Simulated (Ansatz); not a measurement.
# GeH2Cl2O (SMILES [OH][GeH]([Cl])[Cl]): levels of theory compared

Aim: a comparison of 6 runs (BHLYP/cc-pVDZ, HSE06/cc-pVDZ, r2SCAN0/cc-pVDZ, revPBE/cc-pVDZ, B3LYP/6-31G*, CCSD/cc-pVDZ) of GeH2Cl2O. 

The calculation is run with Ansatz 0.2.0.

65 further runs of the same task are left out: 1 that didn't finish, 64 set aside as unsound or not needed.

### Step 1. Starting point

GeH2Cl2O has 6 atoms, charge 0, and is taken as a singlet. SMILES: `[OH][GeH]([Cl])[Cl]`. The Ge2–Cl3 distance was set to 3.206 Å, away from the relaxed value. At this shape a bond of the SMILES string is far longer than usual.

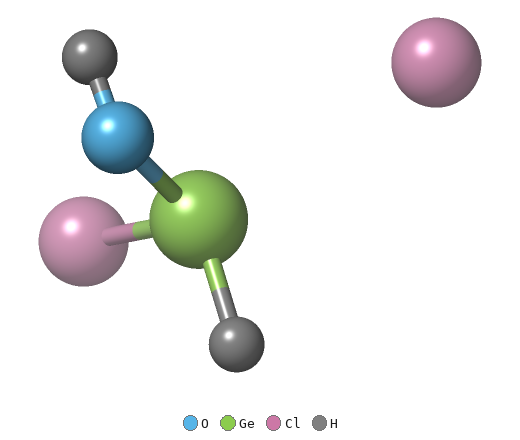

The structure, seen from a chosen angle (oxygen blue, germanium green, chlorine pink, hydrogen grey).

### Step 2. The energy at BHLYP/cc-pVDZ (run 1)

The input, molecule.yaml:

```yaml
crystal:
  periodic: [false, false, false]
  atoms:
    - {symbol: O, position_ang: [-1.167923, 1.647890, -0.635599]}
    - {symbol: Ge, position_ang: [-1.072323, 0.208090, 0.357501]}
    - {symbol: Cl, position_ang: [1.948500, -0.862600, 0.421700]}
    - {symbol: Cl, position_ang: [-2.259323, -1.343710, -0.508799]}
    - {symbol: H, position_ang: [-0.880523, 1.508890, -1.542399]}
    - {symbol: H, position_ang: [-1.560923, 0.561790, 1.754301]}
basis:
  gaussian: {orbitals: cc-pVDZ}
magnetization: {spin_polarized: false, initial_magnetization: 0}
hamiltonian: {xc: {name: BHLYP}}
accuracy: high
output: {orbitals: {seedname: orbitals}}
```

Started as:

```console
$ ansatz run molecule.yaml --threads 1 --pin off --max-ram 3480MiB --events-out events.jsonl --progress --plain --runs-dir runs
```

The log of the run:

```text
Warning: RAYON_NUM_THREADS=1 ignored (pool sized by the plan → 1); use --threads N
Functional definition: BHLYP
  name "BHLYP"
  parameter a = 0.5
  exchange = (1 - a)*b88_x + a*exact_x
  correlation = lyp_c
1892 factors; integrals over basis functions are off by at most 4.4e-9 eV
mean field evaluation 1: about -83635.7783 eV, gradient 4.7e1 eV
mean field evaluation 2: about -83628.6326 eV, gradient 7.0e1 eV
mean field evaluation 4: about -83641.0675 eV, gradient 4.5e0 eV
mean field evaluation 8: about -83641.3263 eV, gradient 4.1e-1 eV
mean field evaluation 16: about -83641.3268 eV, gradient 1.5e-3 eV
mean field -83641.32681668 eV, -3073.7620663854 hartree, gradient 7.1e-8 eV, S^2 0.000000; 0 other end points of the search recorded, 0 dependent functions left out
reference -83641.32684459 eV, -3073.7620674112 hartree; 38, 38 occupied and 49, 49 virtual orbitals, 1892 factors
Total energy: -83641.32684459 eV, -3073.7620674112 hartree
```

Run time: 4.8 s. Hardware: 1 thread of AMD EPYC 9R45 (Zen 5), shared host; peak memory 0.36 GiB.

### Step 3. A single-point energy at HSE06/cc-pVDZ (run 2)

The input, in.yaml:

```yaml
basis:
  gaussian:
    orbitals: cc-pVDZ
crystal:
  periodic: [false, false, false]
  atoms:
    - symbol: O
      position_ang: [-1.167923, 1.647890, -0.635599]
    - symbol: Ge
      position_ang: [-1.072323, 0.208090, 0.357501]
    - symbol: Cl
      position_ang: [1.948500, -0.862600, 0.421700]
    - symbol: Cl
      position_ang: [-2.259323, -1.343710, -0.508799]
    - symbol: H
      position_ang: [-0.880523, 1.508890, -1.542399]
    - symbol: H
      position_ang: [-1.560923, 0.561790, 1.754301]
accuracy: high
hamiltonian:
  xc: {name: HSE06}
output: {orbitals: {seedname: orbitals}}
```

Started as:

```console
$ ansatz run in.yaml --threads 1 --pin off --max-ram 3480MiB --events-out events.jsonl --progress --plain --runs-dir runs
```

The log of the run:

```text
Warning: RAYON_NUM_THREADS=1 ignored (pool sized by the plan → 1); use --threads N
Functional definition: HSE06
  name "HSE06"
  parameter a = 0.25
  parameter omega = 0.11/bohr
  exchange = pbe_x - a*pbe_x_sr(omega) + a*exact_x_sr(omega)
  correlation = pbe_c
1892 factors; integrals over basis functions are off by at most 4.4e-9 eV
97 factors; integrals over basis functions are off by at most 1.6e-9 eV
mean field evaluation 1: about -83618.9291 eV, gradient 5.1e1 eV
mean field evaluation 2: about -83585.6301 eV, gradient 1.2e2 eV
mean field evaluation 4: about -83623.1257 eV, gradient 2.1e1 eV
mean field evaluation 8: about -83624.9468 eV, gradient 6.0e-1 eV
mean field evaluation 16: about -83625.0505 eV, gradient 7.0e-4 eV
mean field -83625.05053332 eV, -3073.1639240044 hartree, gradient 4.2e-8 eV, S^2 0.000000; 0 other end points of the search recorded, 0 dependent functions left out
reference -83625.05053653 eV, -3073.1639241223 hartree; 38, 38 occupied and 49, 49 virtual orbitals, 1892 factors
Total energy: -83625.05053653 eV, -3073.1639241223 hartree
```

Wall time 4.5 s (1 thread of AMD EPYC 9R45 (Zen 5), shared host); peak memory 0.37 GiB.

Runs 3 to 5 aren't shown in full; the table further down has their settings and results.

### Step 4. A single-point energy at CCSD/cc-pVDZ (run 6)

The input, input.yaml:

```yaml
crystal:
  periodic: [false, false, false]
  atoms:
    - {symbol: O, position_ang: [-1.167923, 1.647890, -0.635599]}
    - {symbol: Ge, position_ang: [-1.072323, 0.208090, 0.357501]}
    - {symbol: Cl, position_ang: [1.948500, -0.862600, 0.421700]}
    - {symbol: Cl, position_ang: [-2.259323, -1.343710, -0.508799]}
    - {symbol: H, position_ang: [-0.880523, 1.508890, -1.542399]}
    - {symbol: H, position_ang: [-1.560923, 0.561790, 1.754301]}
basis:
  gaussian:
    orbitals: cc-pVDZ
correlation:
  method: ccsd
  frozen_orbitals: {Cl: 5, Ge: 9, H: 0, O: 1}
accuracy: high
scf:
  omitted_lower_state_checks: [cluster_reference, increment]
```

Started as:

```console
$ ansatz run input.yaml --threads 1 --pin off --max-ram 3480MiB --events-out events.jsonl --progress --plain --runs-dir runs
```

The log of the run, shortened:

```text
Warning: RAYON_NUM_THREADS=1 ignored (pool sized by the plan → 1); use --threads N
Functional definition: HF
  name "HF"
[...]
1892 factors; integrals over basis functions are off by at most 4.4e-9 eV
[...]
mean field -83549.27486616 eV, -3070.3792195988 hartree, gradient 1.0e-8 eV, S^2 0.000000; 1 other end points of the search recorded, 0 dependent functions left out; unrestricted orbitals would lower it
20 core orbitals not correlated: weight in the atoms' cores, before any rotation towards them, 1.000 or more for the frozen orbitals, at most 0.000 for the correlated occupied ones
reference -83549.27486616 eV, -3070.3792195988 hartree; 18, 18 occupied and 49, 49 virtual orbitals, 1892 factors
second order -15.59990148 eV of doubles, -0.00000000 eV of singles
cycle   1  -16.04732808 eV  change   -4.5e-1 eV  update   1.2e-1
[...]
cycle  27  -16.59495014 eV  change   -1.9e-9 eV  update   3.5e-9
Total energy: -83565.86981630 eV, -3070.9890727680 hartree
Checks for a lower state left out: cluster_reference, increment
```

Run time: 9.6 s. Hardware: 1 thread of AMD EPYC 9R45 (Zen 5), shared host; peak memory 0.43 GiB.

### Step 5. Overview of the runs

```tsv
run	level	Cartesian functions	frozen core orbitals	energy (Eh)	HOMO energy (eV)	LUMO energy (eV)	HOMO–LUMO gap (eV)	wall time
1	BHLYP/cc-pVDZ	no	–	-3073.762067	-8.72	-3.62	5.10	4.8 s
2	HSE06/cc-pVDZ	no	–	-3073.163924	-7.10	-4.73	2.37	4.5 s
3	r2SCAN0/cc-pVDZ	no	–	-3073.678009	-7.74	-4.43	3.31	8.1 s
4	revPBE/cc-pVDZ	no	–	-3073.480533	-6.03	-4.87	1.16	3.6 s
5	B3LYP/6-31G* (Cartesian functions)	yes	–	-3073.601325	-7.32	-4.62	2.70	4.2 s
6	CCSD/cc-pVDZ	no	20	-3070.989073	–	–	–	9.6 s
```

### Step 6. Results

| quantity | value |
| --- | --- |
| run 6: total energy | -3070.98907 Eh |
| run 6: correlation energy (20 core orbitals frozen) | -609.9 mEh |
| run 6: T1 diagnostic | 0.019 |

Over runs 1, 2, 3, 4, 5 the HOMO–LUMO gap runs from 1.16 eV (revPBE/cc-pVDZ) to 5.10 eV (BHLYP/cc-pVDZ). Totals of different functionals can't be ranked against each other. In run 6 the log says that unrestricted orbitals would lower the reference, so the values rest on an unstable closed-shell determinant (other closed-shell runs at this shape may share the fault). All runs together took 35 s, the longest 9.6 s.
